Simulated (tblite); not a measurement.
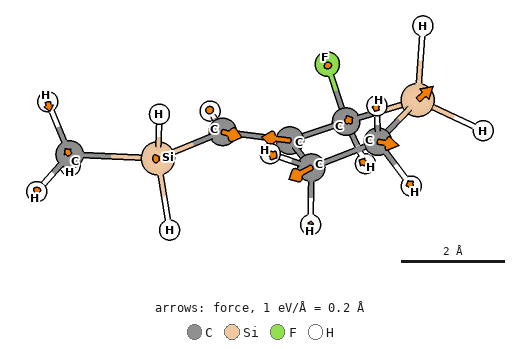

Starting geometry of C₆H₁₃FSi₂ with the computed forces as orange arrows. The picture is a ball-and-stick view, seen from a free direction.

Computed with GFN2-xTB geometry optimisation, gas phase in tblite. 

Is this structure relaxed? If not, where do the atoms go?

It isn't relaxed: the largest force vector, on C atoms, is 3.48 eV/Å. The final displacements have little in common with the starting forces (cosine between the two patterns 0.13). The largest move after the best rigid fit is that of an H atom, 0.88 Å. Largest moves by element: H 0.88 Å, C 0.38 Å, F 0.22 Å, Si 0.18 Å. Among the contacts that change: C–C 1.474 → 1.537 Å, C–Si 1.870 → 1.930 Å, C–C 1.442 → 1.500 Å, C–Si 1.857 → 1.907 Å. Among the angles between lasting bonds that change: Si–C–C 115.7° → 126.4°, Si–C–H 106.3° → 114.5°, C–C–H 117.1° → 109.1°. Groups turn about C–Si by about 30°, C–C by about 30°, C–C by about 25°. The energy falls by 0.745 eV in 144 geometry steps. Cost: 2.5 s on 1 thread of Arm Neoverse N1 (shared host).
